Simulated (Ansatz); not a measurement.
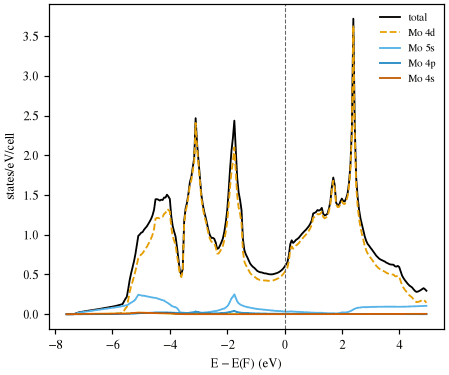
Figure. Total and projected density of states of Mo (bcc (W type), Im-3m), PBE+D3(BJ) (plane waves, PAW; program Ansatz)

### Question
Which orbitals carry the states next to the Fermi level?

### Answer
Within 0.5 eV of the Fermi level: Mo 4d 89 %, Mo 5s 5 %. Projections are on Löwdin-orthogonalised atomic valence shells; empty p or d shells of many metals are not among them.

### Question
Where is the tallest occupied peak in this window, and what makes it?

### Answer
Near -3.1 eV, about 2.5 states/eV per cell; the largest projected share is Mo 4d.

The PBE+D3(BJ) relaxation kept the symmetry of its start. The run is not spin-polarised. The pairwise dispersion correction was not fitted to metals. Scalar-relativistic: spin–orbit coupling is off unless named, which matters more the heavier the elements.

Potentials: the later of the program's two PAW sets.
